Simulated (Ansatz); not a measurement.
System: C₂HClFSn (SMILES C#[C][Sn]([F])[Cl]) (doublet).

Input file:

```
crystal:
  periodic: [false, false, false]
  atoms:
    - { symbol: C, position_ang: [0.076, 0.0681, 1.9462] }
    - { symbol: C, position_ang: [-0.2077, 0.0009, 0.7558] }
    - { symbol: Sn, position_ang: [-0.638, -0.1837, -1.3026] }
    - { symbol: F, position_ang: [0.2623, -1.8187, -1.9571] }
    - { symbol: Cl, position_ang: [0.3186, 1.6446, -2.4558] }
    - { symbol: H, position_ang: [0.2307, 0.2248, 2.9672] }
basis:
  gaussian:
    orbitals: def2-SVP
hamiltonian:
  xc: lda
magnetization:
  spin_polarized: true
  initial_magnetization: 1.0
output:
  orbitals: {}
  forces: true
```

Launched as:

```sh
python methods.py
```

Core potentials replace the inner electrons of Sn; not at a stationary point (largest force 1.8 eV/Å).

Method: SCF LDA, Gaussian basis in Ansatz.

Predict the electron density, electron localisation function and spin density between the atoms.

Answer. C–C (1.23 Å): ρ is about 2.6 e/Å³ halfway; the ELF peaks at about 0.85 between the atoms; a multiple bond.
C–Sn (2.11 Å): ρ at the midpoint is about 0.68 e/Å³; the ELF peaks at about 0.95 in the valence shell of C, 0.7 Å from its nucleus, and drops to about 0.20 between the two atoms.
Sn–Cl (2.36 Å): ρ is about 0.52 e/Å³ halfway; the ELF peaks at about 0.80 in the valence shell of Cl, 0.8 Å from its nucleus, and drops to about 0.15 between the two atoms.
C–H (1.04 Å): ρ at the midpoint is about 2.1 e/Å³; the ELF climbs to about 1 towards the hydrogen, as it does in any bond to H; a covalent bond by its length.
The unpaired spin (1 electron) lies mostly on Sn3 (about 0.6), Cl5 (about 0.2), C2 (about 0.1) and F4 (about 0.1), in electrons by Hirshfeld's partition.

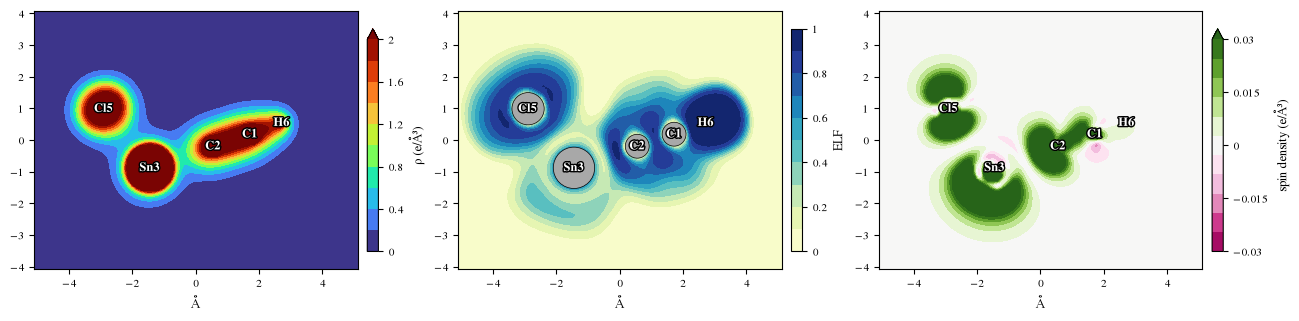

Computed electron density, electron localisation function and spin density on the plane of atoms C2, Sn3 and Cl5, in this order. Grey discs cover the atomic cores in the ELF map. 
